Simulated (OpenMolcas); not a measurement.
# GeHF3 (SMILES [F][GeH]([F])[F]): levels of theory compared

Wanted: a comparison of 6 runs (HF/3-21G, B3LYP/6-31G*, B3LYP/aug-cc-pVDZ, M06-2X/aug-cc-pVDZ, PBE0/aug-cc-pVDZ, TPSS/aug-cc-pVDZ) of GeHF3. 

The results are computed with OpenMolcas 26.06.

**1. The structure to begin with**

GeHF3: 5 atoms, total charge 0, spin state singlet. SMILES: `[F][GeH]([F])[F]`. The coordinates come from a PBE0-D4/def2-TZVP relaxation.

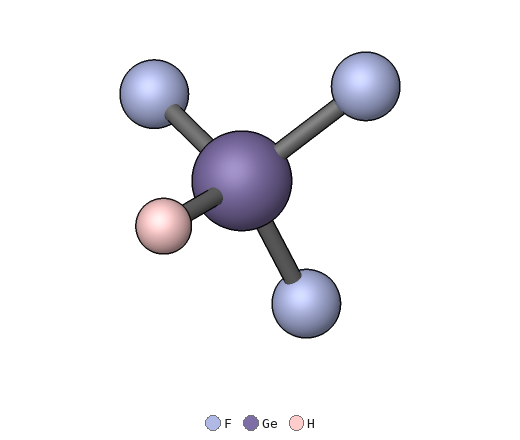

The structure, seen from a chosen angle (fluorine light blue, germanium purple, hydrogen pink).

**2. Energy and forces at HF/3-21G (run 1)**

Input file calc.input:

```
* F3GeH Hartree-Fock
&gateway
baslib=$CurrDir
basisset
F.3-21G....
F1 -0.249800 -0.734100 1.483000 angstrom
F3 -0.673100 1.515700 -0.011300 angstrom
F4 -0.708100 -0.944000 -1.204000 angstrom
End of Basis
basisset
Ge.3-21G....
Ge2 0.095600 -0.008700 -0.023300 angstrom
End of Basis
basisset
H.3-21G....
H5 1.585200 0.097300 -0.285700 angstrom
End of Basis
&seward
&scf
thresholds=1e-10 1e-07 1e-07 1e-05
prorbitals=1 1
&alaska
```

The basis set 3-21G is read from a file made from the Basis Set Exchange's data (not shown).

Launch:

```bash
export MOLCAS_MEM=1860
pymolcas calc.input > calc.log
```

Log:

```text
--- Start Module: gateway ---
[...]
--- Stop Module: gateway /rc=_RC_ALL_IS_WELL_ ---
[...]
      Basis functions           51
[...]
--- Start Module: scf ---
[...]
       Convergence after  11 Iterations
[...]
::    Total SCF energy                              -2362.7855498220
[...]
      Total spin, S                                     0.0000000000
[...]
      Total electronic charge=   60.000000
      Total            charge=   -0.000000
[...]
      Dipole Moment (debye):
      Origin of the operator (angstrom)=   -0.1692   -0.0275    0.0233
                   X=  2.8320E+00               Y=  2.0101E-01               Z= -4.9819E-01           Total=  2.8825E+00
      Quadrupole Moment (debye*angstrom):
[...]
--- Stop Module: scf /rc=_RC_ALL_IS_WELL_ ---
[...]
--- Start Module: alaska ---
[...]
 *              Molecular gradients               *
 **************************************************
  Irreducible representation: a
 ------------------------------------------------------------------------------------------
                              X                       Y                       Z
 ------------------------------------------------------------------------------------------
  F1               -4.32383674882164E-03   -1.24390570155857E-02    2.57901019004478E-02
  F3               -1.16886888396692E-02    2.65783928688492E-02   -8.50691533566261E-05
  F4               -1.22881552499656E-02   -1.61067560950379E-02   -2.07818276141687E-02
  GE2               2.17623675581109E-02    1.50165331880103E-03   -3.76844225113970E-03
  H5                6.53831328042287E-03    4.65766923026023E-04   -1.15476288179206E-03
 ------------------------------------------------------------------------------------------
--- Stop Module: alaska /rc=_RC_ALL_IS_WELL_ ---
[...]
```

Run time: 3.6 s. Hardware: 1 thread of AMD EPYC 7R43 (Zen 3), shared host; peak memory 0.38 GiB.

**3. Energy and forces at B3LYP/6-31G(d) (Cartesian functions) (run 2)**

Input file run.input:

```
&GATEWAY
BASLIB = $CurrDir
COORD
5
angstrom
F       -0.249800      -0.734100       1.483000
Ge       0.095600      -0.008700      -0.023300
F       -0.673100       1.515700      -0.011300
F       -0.708100      -0.944000      -1.204000
H        1.585200       0.097300      -0.285700
BASIS = 6-31Gs
GROUP = NoSym
&SEWARD
GRIDINPUT
Grid=UltraFine
End of Grid
&SCF
KSDFT = B3LYP
THRESHOLDS = 1e-10 1e-07 1e-07 1e-05
PRORBITALS = 1 2
&ALASKA
```

The basis set 6-31G* is read from a file made from the Basis Set Exchange's data (not shown).

Launch:

```bash
export MOLCAS_MEM=1860
pymolcas run.input > run.log
```

Log:

```text
--- Start Module: gateway ---
[...]
--- Stop Module: gateway /rc=_RC_ALL_IS_WELL_ ---
[...]
      Basis functions           82
[...]
--- Start Module: scf ---
[...]
       Convergence after  12 Iterations
[...]
::    Total KS-DFT energy                           -2376.9887121823
[...]
      Total spin, S                                     0.0000000000
[...]
      Total electronic charge=   60.000000
      Total            charge=   -0.000000
[...]
      Dipole Moment (debye):
      Origin of the operator (angstrom)=   -0.1692   -0.0275    0.0233
                   X=  2.2925E+00               Y=  1.6267E-01               Z= -4.0322E-01           Total=  2.3333E+00
      Quadrupole Moment (debye*angstrom):
[...]
--- Stop Module: scf /rc=_RC_ALL_IS_WELL_ ---
[...]
--- Start Module: alaska ---
[...]
 *              Molecular gradients               *
 **************************************************
  Irreducible representation: a
 ------------------------------------------------------------------------------------------
                              X                       Y                       Z
 ------------------------------------------------------------------------------------------
  F1                1.00350626887735E-03    3.49549785627445E-03   -7.23018856267998E-03
  GE2              -2.85323902293655E-03   -2.45231975161353E-04    5.49362079740767E-04
  F3                3.03370914931378E-03   -7.42768313417486E-03    6.46833063986524E-05
  F4                3.21134474039297E-03    4.48987987423166E-03    5.84410070312913E-03
  H5               -4.39532113567331E-03   -3.12462621385623E-04    7.72042473162982E-04
 ------------------------------------------------------------------------------------------
--- Stop Module: alaska /rc=_RC_ALL_IS_WELL_ ---
[...]
```

Wall time 19 s (1 thread of AMD EPYC 7R43 (Zen 3), shared host); peak memory 0.46 GiB.

**4. Energy and gradient at B3LYP/aug-cc-pVDZ (run 3)**

Input file run.inp:

```
&GATEWAY
BASLIB
$CurrDir
COORD
5
angstrom
F       -0.249800      -0.734100       1.483000
Ge       0.095600      -0.008700      -0.023300
F       -0.673100       1.515700      -0.011300
F       -0.708100      -0.944000      -1.204000
H        1.585200       0.097300      -0.285700
BASIS
aug-cc-pVDZ
GROUP
NoSym
&SEWARD
GRIDINPUT
Grid=UltraFine
End of Grid
&SCF
KSDFT
B3LYP
THRESHOLDS
1e-10 1e-07 1e-07 1e-05
PRORBITALS
1 2
&ALASKA
```

The basis set aug-cc-pVDZ is read from a file made from the Basis Set Exchange's data (not shown).

Launch:

```bash
export MOLCAS_MEM=1860
pymolcas run.inp > run.log
```

Log:

```text
--- Start Module: gateway ---
[...]
--- Stop Module: gateway /rc=_RC_ALL_IS_WELL_ ---
[...]
      Basis functions          114
[...]
--- Start Module: scf ---
[...]
       Convergence after  12 Iterations
[...]
::    Total KS-DFT energy                           -2377.2936185163
[...]
      Total spin, S                                     0.0000000000
[...]
      Total electronic charge=   60.000000
      Total            charge=   -0.000000
[...]
      Dipole Moment (debye):
      Origin of the operator (angstrom)=   -0.1692   -0.0275    0.0233
                   X=  2.4804E+00               Y=  1.7601E-01               Z= -4.3626E-01           Total=  2.5246E+00
      Quadrupole Moment (debye*angstrom):
[...]
--- Stop Module: scf /rc=_RC_ALL_IS_WELL_ ---
[...]
--- Start Module: alaska ---
[...]
 *              Molecular gradients               *
 **************************************************
  Irreducible representation: a
 ------------------------------------------------------------------------------------------
                              X                       Y                       Z
 ------------------------------------------------------------------------------------------
  F1                3.75315676327670E-03    8.06064040095222E-03   -1.67273874762834E-02
  GE2              -1.92711184688577E-02   -1.40895543633190E-03    3.42906440648516E-03
  F3                8.41551859384104E-03   -1.68904726688091E-02   -1.04705796525495E-04
  F4                8.80835788259127E-03    1.03601944669940E-02    1.31038150924248E-02
  H5               -1.70591477066750E-03   -1.21406762851883E-04    2.99213773833351E-04
 ------------------------------------------------------------------------------------------
--- Stop Module: alaska /rc=_RC_ALL_IS_WELL_ ---
[...]
```

Run time: 41 s. Hardware: 1 thread of AMD EPYC 7R43 (Zen 3), shared host; peak memory 0.69 GiB.

Runs 4 to 5 aren't shown in full; the table further down has their settings and results.

**5. Energy and gradient at TPSS/aug-cc-pVDZ (run 6)**

Input file run.input:

```
>>> EXPORT MOLCAS_PRINT=2

&GATEWAY
  BasLib=$CurrDir
  Coord
  5
  angstrom
  F       -0.249800      -0.734100       1.483000
  Ge       0.095600      -0.008700      -0.023300
  F       -0.673100       1.515700      -0.011300
  F       -0.708100      -0.944000      -1.204000
  H        1.585200       0.097300      -0.285700
  Basis=aug-cc-pVDZ
  Group=NoSym

&SEWARD
  GridInput
  Grid=UltraFine
  End of Grid

&SCF
  KSDFT=2
  1.0 MGGA_X_TPSS
  1.0 MGGA_C_TPSS
  Thresholds=1e-10 1e-07 1e-07 1e-05
  PrOrbitals=0

&ALASKA
```

The basis set aug-cc-pVDZ is read from a file made from the Basis Set Exchange's data (not shown).

Launch:

```bash
export MOLCAS_MEM=1860
pymolcas run.input > run.log
```

Log:

```text
--- Start Module: gateway ---
[...]
--- Stop Module: gateway /rc=_RC_ALL_IS_WELL_ ---
[...]
      Basis functions          114
[...]
--- Start Module: scf ---
[...]
       Convergence after  13 Iterations
[...]
::    Total KS-DFT energy                           -2377.2451348283
[...]
      Total spin, S                                     0.0000000000
[...]
      Total electronic charge=   60.000000
      Total            charge=   -0.000000
[...]
      Dipole Moment (debye):
      Origin of the operator (angstrom)=   -0.1692   -0.0275    0.0233
                   X=  2.2940E+00               Y=  1.6275E-01               Z= -4.0344E-01           Total=  2.3349E+00
      Quadrupole Moment (debye*angstrom):
[...]
--- Stop Module: scf /rc=_RC_ALL_IS_WELL_ ---
[...]
--- Start Module: alaska ---
[...]
 *              Molecular gradients               *
 **************************************************
  Irreducible representation: a
 ------------------------------------------------------------------------------------------
                              X                       Y                       Z
 ------------------------------------------------------------------------------------------
  F1                4.41587199110494E-03    9.96374816616807E-03   -2.06710000251462E-02
  GE2              -2.23159286411843E-02   -1.62566241798290E-03    3.96637827687751E-03
  F3                1.02020119147443E-02   -2.09439093963582E-02   -9.52855545336972E-05
  F4                1.06895100193487E-02    1.28189551201352E-02    1.62738300170986E-02
  H5               -2.99146528400307E-03   -2.13131471943684E-04    5.26077285743831E-04
 ------------------------------------------------------------------------------------------
--- Stop Module: alaska /rc=_RC_ALL_IS_WELL_ ---
[...]
```

Wall time 53 s (1 thread of AMD EPYC 7R43 (Zen 3), shared host); peak memory 0.69 GiB.

**6. All runs side by side**

```csv
run,level,Cartesian functions,integration grid,energy (Eh),dipole moment (D),HOMO energy (eV),LUMO energy (eV),wall time
1,HF/3-21G,no,–,-2362.785550,2.88,-15.15,4.16,3.6 s
2,B3LYP/6-31G* (Cartesian functions),yes,UltraFine,-2376.988712,2.33,-10.74,-0.56,19 s
3,B3LYP/aug-cc-pVDZ,no,UltraFine,-2377.293619,2.52,-11.18,-1.26,41 s
4,M06-2X/aug-cc-pVDZ,no,UltraFine,-2377.173420,2.54,-12.97,0.03,47 s
5,PBE0/aug-cc-pVDZ,no,UltraFine,-2376.704677,2.52,-11.42,-0.86,41 s
6,TPSS/aug-cc-pVDZ,no,UltraFine,-2377.245135,2.33,-9.83,-1.72,53 s
```

**7. Summary of results**

| quantity | value |
| --- | --- |
| run 6: total energy | -2377.24513 Eh |
| run 6: dipole moment | 2.33 D |
| run 6: HOMO energy | -9.83 eV |
| run 6: LUMO energy | -1.72 eV |
| run 6: HOMO–LUMO gap | 8.11 eV |
| run 6: largest force on an atom | 1.202 eV/Å |

**Reading.** The dipole moment (its size) runs from 2.33 D (B3LYP/6-31G*) to 2.88 D (HF/3-21G). The two ends differ in method and basis. The HOMO–LUMO gap runs from 8.11 eV (TPSS/aug-cc-pVDZ) to 19.32 eV (HF/3-21G). Totals of different functionals can't be ranked against each other. All runs together took 3.4 min, the longest 53 s.
